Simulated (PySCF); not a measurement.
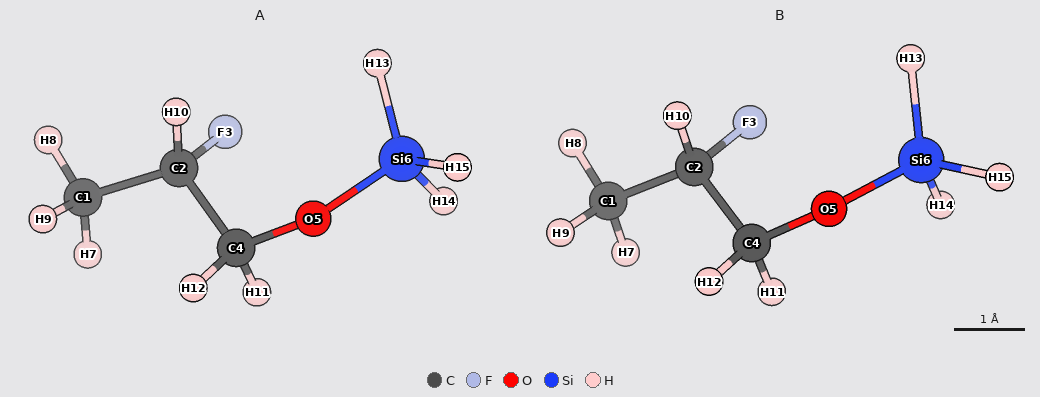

Two geometries of C₃H₉FOSi, drawn at one scale. One is the start of a relaxation, the other its converged end. A ball-and-stick model, seen at a tilt.

Method: PySCF 2.14.0, density-fitted response routines, PBE0-D3(BJ)/def2-SVP geometry optimisation, gas phase. 

**Which of the two is the end point?**

Structure B is the relaxed one. The start comes from GFN2-xTB. H15 moves most after the best rigid fit: 0.49 Å. By element the largest moves are H 0.49 Å, F 0.32 Å, O 0.21 Å, C 0.20 Å, Si 0.07 Å. Near-neighbour distances that change, for instance: O5–Si6 1.628 → 1.673 Å, Si6–H15 1.455 → 1.491 Å, Si6–H14 1.464 → 1.495 Å, Si6–H13 1.463 → 1.491 Å. Bond angles that change, for instance: O5–Si6–H15 97.6° → 105.5°, H13–Si6–H15 112.8° → 108.6°, H14–Si6–H15 114.0° → 109.8°. The energy falls by 17.9 kJ/mol in 10 geometry steps. Largest force component: 0.87 eV/Å at the start, 0.022 eV/Å at the end. The run took of the order of 60 core-seconds on a shared host.
